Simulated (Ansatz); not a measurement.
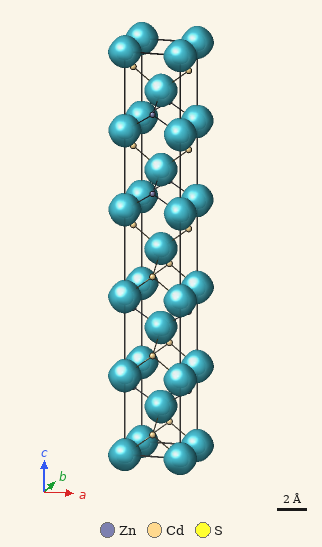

The picture shows: Zn₂Cd₃S₅. Isosurface of the ELF at 0.75 (cyan), seen slightly off an axis. Only the valence region is drawn (cores and ρ < 0.01 e/Å³ removed). Sticks mark near contacts.

Space group I-4m2; a structure generated by program, which may or may not match a known phase.

These are results of Ansatz, DFT r2SCAN, scalar-relativistic, plane waves, PAW, not measurements.

Identify the bonds, lone pairs and shells in this picture.

Answer. The surface consists of ten regions wrapped around S (the valence shell of each), counted in one cell of 20 atoms. Regions shared between cells count once. Profiles from the grid: Zn–S (2.39 Å): the ELF peaks at about 0.90 in the valence shell of S, 0.8 Å from its nucleus, and is about 0.55 at the midpoint. Cd–S (2.55 Å): the ELF peaks at about 0.90 in the valence shell of S, 0.8 Å from its nucleus, and is about 0.35 at the midpoint.

What Bader charges does the calculation give?

Answer. Electrons move from Zn and Cd towards S. Bader charges: Zn +0.98, Cd +0.93 and S −0.95 e.
